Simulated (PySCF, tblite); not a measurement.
**C8H9OP: geometry, infrared bands and NMR shifts**

Aim: predict the infrared bands and NMR shifts of C8H9OP (`CC(=O)c1cpccc1C`).

Programs: tblite 0.8.0 and PySCF 2.14.0, with density-fitted response routines of our own. Each step states its level of theory. These are calculated values for one molecule in the gas phase, unless marked as measured. Atoms count from 0, in the outputs and in this text.

## 1. The starting structure

19 atoms, charge 0, multiplicity 1; geometry from: force field or distance geometry start.

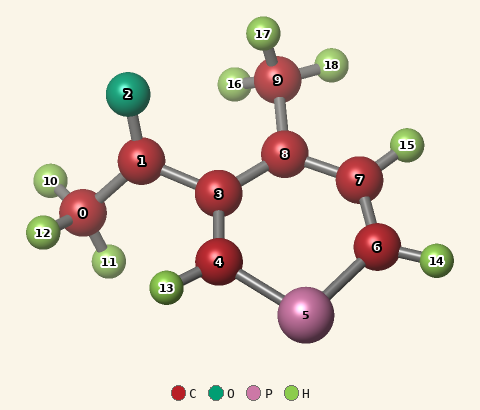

As it starts; carbon red, oxygen teal, phosphorus pink, hydrogen green, atoms numbered.

## 2. Optimising the geometry with GFN2-xTB

What the job is given:

```
{"job": {"kind": "relax", "xc": "GFN2-xTB", "basis": "xTB"}, "charge": 0, "multiplicity": 1}
C     -2.687100    -0.432500    -0.393500
C     -1.588800     0.141000     0.443300
O     -1.784700     0.978400     1.320700
C     -0.203900    -0.370200     0.216400
C     -0.068100    -1.772400     0.244900
P      1.510100    -2.653000    -0.070800
C      2.640400    -1.207400    -0.152100
C      2.210300     0.118100    -0.101700
C      0.868400     0.539800     0.049100
C      0.608300     2.034000     0.067400
H     -3.374300     0.379600    -0.681200
H     -2.310400    -0.879400    -1.310200
H     -3.248700    -1.180900     0.189600
H     -0.918700    -2.412800     0.421800
H      3.696700    -1.412700    -0.260500
H      2.977200     0.879800    -0.182200
H     -0.257300     2.294700    -0.545600
H      0.460500     2.376700     1.089800
H      1.460400     2.588500    -0.352600
```

On the command line:

```console
OMP_NUM_THREADS=1 python probes_run.py task.json out
```

One launch serves the whole session: the jobs run in the order shown.

The log of the run:

```text
step      E/eV     max force
  0    -768.60506    3.039
  1    -768.83712    1.916
  2    -768.91164    1.056
  3    -768.95749    0.582
  4    -768.98690    0.440
  5    -768.99969    0.338
  6    -769.00830    0.167
  7    -769.01154    0.116
  8    -769.01342    0.089
  9    -769.01449    0.086
 10    -769.01559    0.085
 11    -769.01687    0.090
 12    -769.01843    0.095
 13    -769.01986    0.079
 14    -769.02084    0.070
 15    -769.02145    0.056
 16    -769.02193    0.052
 17    -769.02238    0.052
 18    -769.02277    0.049
 19    -769.02308    0.034
 20    -769.02333    0.034
 21    -769.02357    0.033
 22    -769.02378    0.037
 23    -769.02396    0.034
 24    -769.02411    0.030
 25    -769.02426    0.027
 26    -769.02439    0.024
 27    -769.02450    0.024
 28    -769.02461    0.021
 29    -769.02473    0.023
 30    -769.02486    0.026
 31    -769.02501    0.032
 32    -769.02517    0.033
 33    -769.02539    0.036
 34    -769.02569    0.040
 35    -769.02604    0.041
 36    -769.02633    0.035
 37    -769.02656    0.035
 38    -769.02677    0.039
 39    -769.02703    0.040
 40    -769.02737    0.049
 41    -769.02771    0.043
 42    -769.02801    0.045
 43    -769.02828    0.034
 44    -769.02855    0.039
 45    -769.02881    0.038
 46    -769.02900    0.027
 47    -769.02913    0.025
 48    -769.02925    0.028
 49    -769.02937    0.028
 50    -769.02948    0.023
 51    -769.02954    0.016
 52    -769.02959    0.016
 53    -769.02964    0.020
 54    -769.02970    0.023
 55    -769.02975    0.018
 56    -769.02979    0.018
 57    -769.02983    0.016
 58    -769.02989    0.021
 59    -769.02995    0.023
 60    -769.03000    0.017
 61    -769.03005    0.016
 62    -769.03009    0.012
 63    -769.03012    0.015
 64    -769.03015    0.013
 65    -769.03017    0.011
 66    -769.03019    0.013
 67    -769.03022    0.014
 68    -769.03027    0.019
 69    -769.03033    0.020
 70    -769.03040    0.021
 71    -769.03047    0.023
 72    -769.03054    0.019
 73    -769.03062    0.021
 74    -769.03070    0.022
 75    -769.03078    0.022
 76    -769.03086    0.021
 77    -769.03092    0.016
 78    -769.03097    0.016
 79    -769.03102    0.021
 80    -769.03106    0.021
 81    -769.03109    0.017
 82    -769.03111    0.011
 83    -769.03113    0.010
 84    -769.03114    0.008
```

Wall time 0.52 s (1 thread of Arm Neoverse V2, shared host).

Along the way: (not every step is listed)

```
step  energy from step 0 (eV)  largest force (eV/Å)
   0                   0.0000                3.0388
   1                  -0.2321                1.9161
   2                  -0.3066                1.0559
   3                  -0.3524                0.5817
   4                  -0.3818                0.4403
   5                  -0.3946                0.3382
   6                  -0.4032                0.1665
   7                  -0.4065                0.1156
   8                  -0.4084                0.0885
  15                  -0.4164                0.0558
  22                  -0.4187                0.0367
  29                  -0.4197                0.0230
  36                  -0.4213                0.0347
  43                  -0.4232                0.0344
  50                  -0.4244                0.0227
  57                  -0.4248                0.0164
  64                  -0.4251                0.0132
  71                  -0.4254                0.0229
  78                  -0.4259                0.0158
  79                  -0.4260                0.0207
  80                  -0.4260                0.0211
  81                  -0.4260                0.0166
  82                  -0.4261                0.0108
  83                  -0.4261                0.0102
  84                  -0.4261                0.0084
```

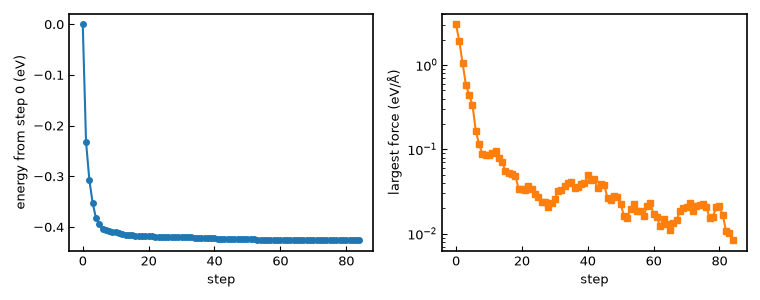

Energy and force, step by step.

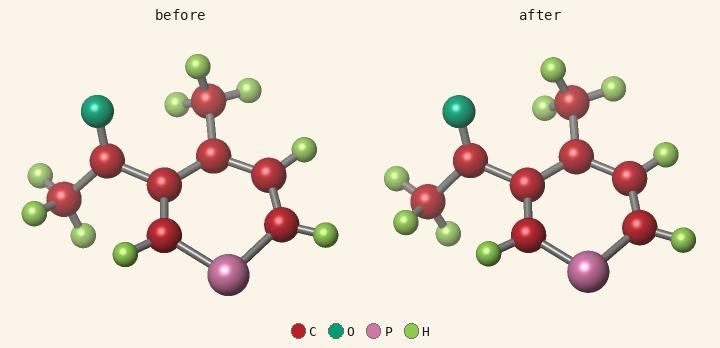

Before and after, at one scale.

Close pairs (by a distance rule), those that changed most:

```
 bond  before (Å)  after (Å)  change (Å)
P5–C6       1.837      1.733      -0.104
C4–P5       1.835      1.732      -0.103
C7–C8       1.415      1.391      -0.024
C3–C4       1.409      1.386      -0.023
C1–O2       1.229      1.207      -0.021
C8–C9       1.517      1.498      -0.019
C6–C7       1.394      1.377      -0.017
C0–C1       1.495      1.511      +0.016
```

The final coordinates are the input of the step that follows.

## 3. Harmonic vibrations with GFN2-xTB

What the job is given:

```
{"job": {"kind": "ir", "xc": "GFN2-xTB", "basis": "xTB"}, "charge": 0, "multiplicity": 1}
C     -2.647306    -0.453878    -0.388570
C     -1.570913     0.190415     0.454297
O     -1.819080     1.054883     1.259570
C     -0.188091    -0.336887     0.231902
C     -0.027402    -1.713575     0.231569
P      1.458807    -2.580370     0.035148
C      2.539021    -1.238791    -0.157030
C      2.173554     0.088872    -0.125887
C      0.878088     0.557583     0.065785
C      0.633318     2.035055     0.070108
H     -3.478366     0.237781    -0.503380
H     -2.264073    -0.753230    -1.360303
H     -3.019282    -1.338051     0.127501
H     -0.907090    -2.325205     0.388827
H      3.584502    -1.477231    -0.309680
H      2.954875     0.828190    -0.255304
H     -0.141747     2.302254    -0.647055
H      0.288653     2.354286     1.052109
H      1.542728     2.577149    -0.177069
```

The log of the run:

```text
mode    cm-1     km/mol
  1      21.0      6.15
  2      90.1      0.99
  3     102.7      0.21
  4     114.3      1.23
  5     154.4      0.72
  6     191.5      4.00
  7     290.8      0.76
  8     308.9      2.76
  9     357.9      2.09
 10     377.8      0.32
 11     412.3      1.55
 12     452.8      0.54
 13     541.3     11.17
 14     567.7      5.11
 15     664.9      1.02
 16     682.2      9.03
 17     731.4      0.22
 18     768.8      9.90
 19     830.3      0.93
 20     838.5      1.37
 21     910.1      1.41
 22     914.1      0.53
 23     962.5     28.16
 24     991.4     10.22
 25    1015.0      3.04
 26    1024.1      9.60
 27    1041.4     10.31
 28    1165.4     85.38
 29    1198.4     97.81
 30    1229.2     22.05
 31    1273.8     16.68
 32    1339.4      7.92
 33    1365.6     30.05
 34    1395.8     15.12
 35    1405.8     16.07
 36    1451.8      6.22
 37    1460.8     15.12
 38    1464.5     13.04
 39    1472.7      5.07
 40    1493.0      0.38
 41    1550.0     12.14
 42    1747.5    337.53
 43    3012.3     14.48
 44    3012.7      7.62
 45    3030.8      5.82
 46    3034.8      6.63
 47    3041.5     25.06
 48    3042.6      5.57
 49    3046.6     41.05
 50    3048.1     23.08
 51    3051.3     17.13
```

Wall time 0.67 s (1 thread of Arm Neoverse V2, shared host).

Which atoms move in the most intense modes:

```
cm⁻¹  km/mol                                  atoms
 962    28.2             C1 23 %, H12 22 %, C0 19 %
1165    85.4            H14 25 %, C1 24 %, H15 14 %
1198    97.8   H14 24 %, C1 23 %, H13 17 %, C3 12 %
1366    30.1  H12 29 %, H11 26 %, H10 25 %, C0 19 %
1748   337.5                       C1 61 %, O2 38 %
3042    25.1                     H18 75 %, H14 13 %
3047    41.0                     H13 68 %, H15 11 %
3048    23.1           H14 41 %, H15 28 %, H13 19 %
```

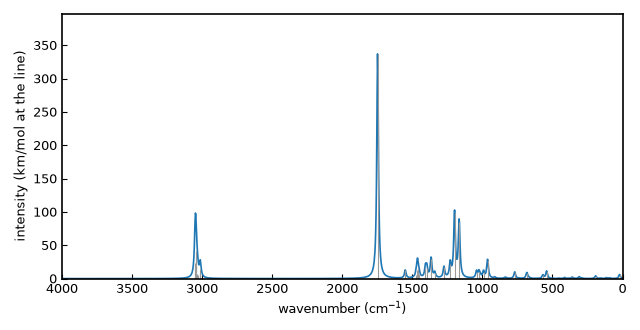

The infrared spectrum from these modes, unscaled. Lines are broadened to a width of 14 cm⁻¹ (Lorentzian).

## 4. NMR shieldings: PBE0/pcSseg-1

The job, as its differences from that of step 3:

```diff
@@ -1,2 +1,2 @@
-{"job": {"kind": "ir", "xc": "GFN2-xTB", "basis": "xTB"}, "charge": 0, "multiplicity": 1}
+{"job": {"kind": "nmr", "xc": "PBE0", "basis": "pcSseg-1"}, "charge": 0, "multiplicity": 1}
 C     -2.647306    -0.453878    -0.388570
```

With the program's defaults for keys left out, this is: GIAO PBE0/pcSseg-1 NMR shielding, non-relativistic, gas phase.

The log of the run:

```text
coarse grid: 16984 points
cycle   1  E = -725.9800133207  dE =  1.669e+00  |g| = 8.197e-01  |ddm| = 4.413e+00
cycle   2  E = -725.5856532641  dE =  3.944e-01  |g| = 1.641e+00  |ddm| = 2.792e+00
cycle   3  E = -726.1107783156  dE = -5.251e-01  |g| = 2.020e-01  |ddm| = 2.187e+00
cycle   4  E = -726.1193837848  dE = -8.605e-03  |g| = 7.635e-02  |ddm| = 2.836e-01
cycle   5  E = -726.1205908666  dE = -1.207e-03  |g| = 3.537e-02  |ddm| = 1.352e-01
cycle   6  E = -726.1209447102  dE = -3.538e-04  |g| = 7.650e-03  |ddm| = 4.547e-02
cycle   7  E = -726.1209577021  dE = -1.299e-05  |g| = 3.507e-03  |ddm| = 1.162e-02
cycle   8  E = -726.1209606999  dE = -2.998e-06  |g| = 6.989e-04  |ddm| = 3.996e-03
final grid: 161152 points
cycle   9  E = -726.1926673009  dE = -3.621e-05  |g| = 1.358e-02  |ddm| = 5.317e-02
cycle  10  E = -726.1925639194  dE =  1.034e-04  |g| = 2.604e-02  |ddm| = 3.765e-02
cycle  11  E = -726.1927066920  dE = -1.428e-04  |g| = 2.893e-03  |ddm| = 2.775e-02
cycle  12  E = -726.1927084223  dE = -1.730e-06  |g| = 5.065e-04  |ddm| = 2.791e-03
cycle  13  E = -726.1927084823  dE = -6.002e-08  |g| = 2.590e-04  |ddm| = 9.854e-04
cycle  14  E = -726.1927085006  dE = -1.830e-08  |g| = 7.084e-05  |ddm| = 3.332e-04
cycle  15  E = -726.1927085019  dE = -1.247e-09  |g| = 2.370e-05  |ddm| = 1.035e-04
cycle  16  E = -726.1927085020  dE = -1.432e-10  |g| = 4.535e-06  |ddm| = 2.678e-05
converged SCF energy = -726.1927085020

GIAO shielding tensors (ppm)
atom      isotropic    diamagn.    paramagn.     s11        s22        s33       span
  0 C      153.946     254.993    -101.047    133.341    142.557    185.941     52.600
  1 C      -24.753     247.159    -271.913   -109.480    -57.575     92.795    202.275
  2 O     -362.212     401.987    -764.199  -1010.529   -427.719    351.613   1362.142
  3 C       36.223     264.751    -228.528    -55.905     11.848    152.726    208.631
  4 C       25.161     260.129    -234.968   -133.414     27.531    181.365    314.779
  5 P      106.418     967.913    -861.494   -166.111    -44.291    529.656    695.767
  6 C       19.182     265.347    -246.165   -149.269     26.219    180.596    329.865
  7 C       44.833     251.556    -206.723    -63.506     39.243    158.762    222.268
  8 C       43.492     259.597    -216.106    -41.087     -8.748    180.310    221.397
  9 C      160.923     246.907     -85.983    143.843    158.399    180.528     36.684
 10 H       29.349      29.084       0.266     26.013     27.691     34.344      8.331
 11 H       29.235      31.736      -2.501     26.324     29.791     31.590      5.266
 12 H       28.572      29.564      -0.992     24.337     28.646     32.733      8.396
 13 H       22.551      33.555     -11.005     18.265     20.557     28.830     10.565
 14 H       22.512      29.485      -6.973     19.728     20.777     27.031      7.303
 15 H       23.590      32.177      -8.587     19.306     23.115     28.349      9.043
 16 H       29.313      30.603      -1.290     24.259     29.515     34.164      9.905
 17 H       27.922      29.605      -1.683     21.735     28.046     33.986     12.251
 18 H       29.639      30.010      -0.372     24.501     29.181     35.235     10.734
```

Wall time 49 s (1 thread of Arm Neoverse V2, shared host); peak memory 1.1 GiB.

Shifts follow as δ = σ(reference) − σ, with reference shieldings (ppm) from runs at the same level and on the same kind of geometry: 1H TMS 31.72, 13C TMS 186.9, 17O H2O 336.1, 31P H3PO4 318.4. The references are single molecules in the gas phase, so shifts against H2O, NH3, PH3, H3PO4 or CFCl3 are not on the usual liquid scales and can be off by tens of ppm. Atoms listed in one row are averaged.

```
        atoms                                      environment  σ (ppm)  δ (ppm)  δ scaled to CDCl3
           C1                           ketone carbonyl carbon    -24.8    211.7              204.7
           C6                                      aromatic CH     19.2    167.7              161.8
           C4                                      aromatic CH     25.2    161.8              156.0
           C3                      substituted aromatic carbon     36.2    150.7              145.2
           C8                      substituted aromatic carbon     43.5    143.4              138.1
           C7                                      aromatic CH     44.8    142.1              136.8
           C0                    methyl carbon α to a carbonyl    153.9     33.0               30.3
           C9                methyl carbon on an aromatic ring    160.9     26.0               23.5
          H14                       hydrogen on an aromatic CH    22.51     9.20               8.78
          H13                       hydrogen on an aromatic CH    22.55     9.17               8.75
          H15                       hydrogen on an aromatic CH    23.59     8.13               7.77
H16, H17, H18  hydrogen on a methyl carbon on an aromatic ring    28.96     2.76               2.71
H10, H11, H12      hydrogen on a methyl carbon α to a carbonyl    29.05     2.66               2.62
           O2                                    ketone oxygen   -362.2    698.3                  –
           P5   phosphorus bonded to 2 C, in a 6-membered ring    106.4    212.0                  –
```

The scaled column applies a straight-line fit of computed shieldings to shifts measured in CDCl3 (root-mean-square error 0.16 ppm for H, 1.9 ppm for C).

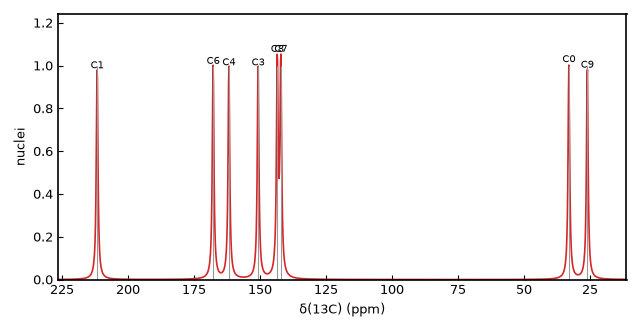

13C lines at the computed shifts, without couplings. Lines are broadened to a width of 0.74 ppm (Lorentzian).

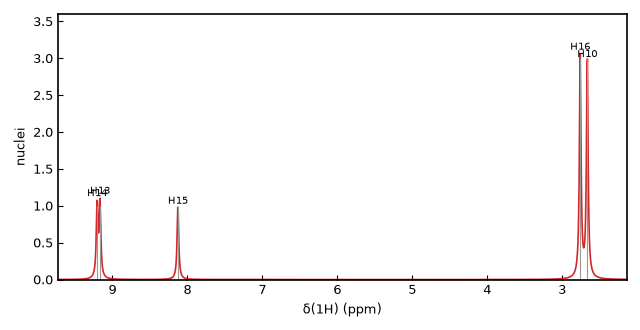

1H lines at the computed shifts, without couplings. Lines are broadened to a width of 0.03 ppm (Lorentzian).

The run also stored atomic charges by several schemes (e):

```
atoms  Mulliken    IAO  Hirshfeld  ESP fit
   C0     -0.26  -0.48      -0.13    -0.62
   C1      0.22   0.39       0.17     0.80
   O2     -0.35  -0.40      -0.22    -0.51
   C3     -0.14  -0.05      -0.01    -0.61
   C4     -0.35  -0.37      -0.10     0.15
   P5      0.48   0.37       0.08    -0.24
   C6     -0.37  -0.37      -0.10     0.17
   C7      0.02  -0.14      -0.04    -0.62
   C8     -0.34   0.04       0.03     0.68
   C9     -0.10  -0.43      -0.12    -0.66
```

ESP fit charges:

C0 -0.62; C1 0.80; O2 -0.51; C3 -0.61; C4 0.15; P5 -0.24; C6 0.17; C7 -0.62; C8 0.68; C9 -0.66; H10 0.17; H11 0.16; H12 0.17; H13 0.10; H14 0.10; H15 0.22; H16 0.18; H17 0.20; H18 0.16

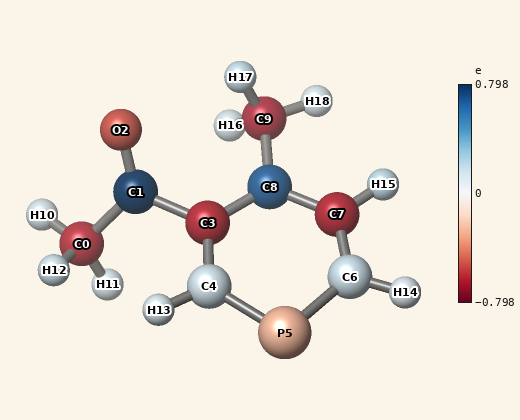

ESP fit charges, as colours on the atoms.

Mayer bond orders: C0–C1 1.01, C1–O2 2.02, C1–C3 0.94, C3–C4 1.45, C4–P5 1.32, P5–C6 1.30, C6–C7 1.48, C7–C8 1.45, C8–C9 1.10, C8–C3 1.32.

Ring of atoms C3, C4, P5, C6, C7, C8: NICS(0) -7.6, NICS(1) -10.5, NICS(1)zz -25.7 ppm (means of both faces).

The fields below are evaluated on a grid from the run's orbitals.

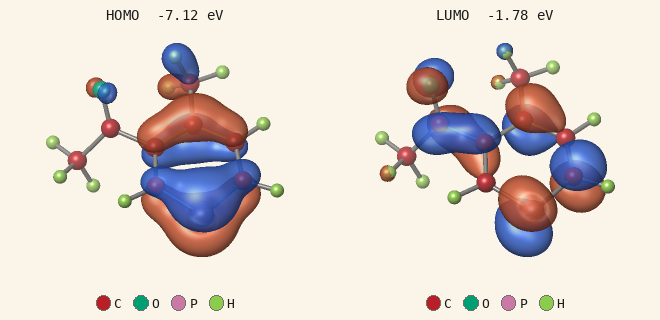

PBE0/pcSseg-1 orbitals near the gap, drawn at the value that encloses 70 % of each; the two colours are the two signs.

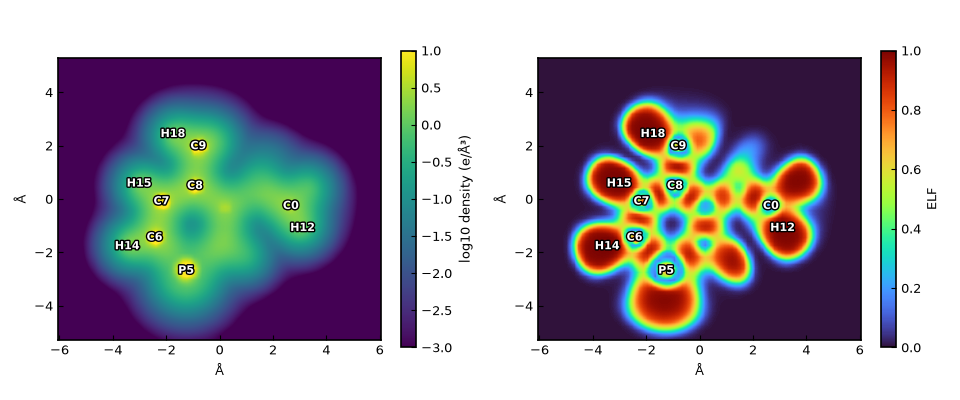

Density (left) and ELF (right) in a plane through or near 10 of the atoms.

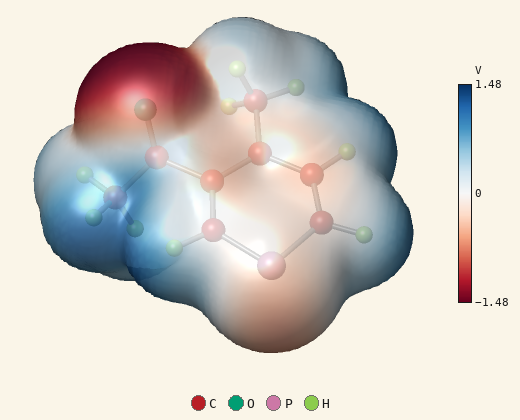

The potential that a unit positive charge feels on the 0.002 e/bohr³ surface, from the 1st to the 99th percentile, from -1.48 V near O2 to 1.17 V near H13.

## 5. Outcome

| quantity | value |
| --- | --- |
| strongest single infrared mode (GFN2-xTB) | 1748 cm⁻¹, 338 km/mol |
| zero-point energy (GFN2-xTB) | 91.1 kcal/mol |
| 13C shifts against TMS (PBE0/pcSseg-1) | 211.7, 167.7, 161.8, 150.7, 143.4, 142.1, 33.0, 26.0 ppm |
| 1H shifts against TMS (PBE0/pcSseg-1, means over atoms taken as alike) | 9.20, 9.17, 8.13, 2.76, 2.66 ppm |
| 17O shifts against H2O (PBE0/pcSseg-1) | 698.3 ppm |
| 31P shifts against H3PO4 (PBE0/pcSseg-1) | 212.0 ppm |
| surface potential, 1st and 99th percentile | -1.48 V and 1.17 V |

What this shows: Relaxing lowered the energy by 0.426 eV in 84 steps; the close pair that moved most is P5–C6, from 1.837 to 1.733 Å. No mode is imaginary among the 51: a minimum at this level. The strongest single mode, at 1748 cm⁻¹, moves mainly C1 and O2. Unscaled tight-binding wavenumbers are off by several per cent, some by more. Its intensities can rank the bands wrongly. C1 (ketone carbonyl carbon) lies farthest downfield among carbon, at 211.7 ppm; the double bond to the heteroatom, with no lone-pair donor beside it, deshields it most. At PBE0/pcSseg-1: The widest tensor belongs to O2: span 1362 ppm, with a paramagnetic part of -764 ppm. NICS(1)zz of -26 ppm above the planar ring from C3 marks a diatropic (aromatic) ring current. By nearest atom (PBE0/pcSseg-1), the HOMO sits on P5 34 %; C8 21 % and the LUMO on P5 19 %; C6, C8 about 16 % each.
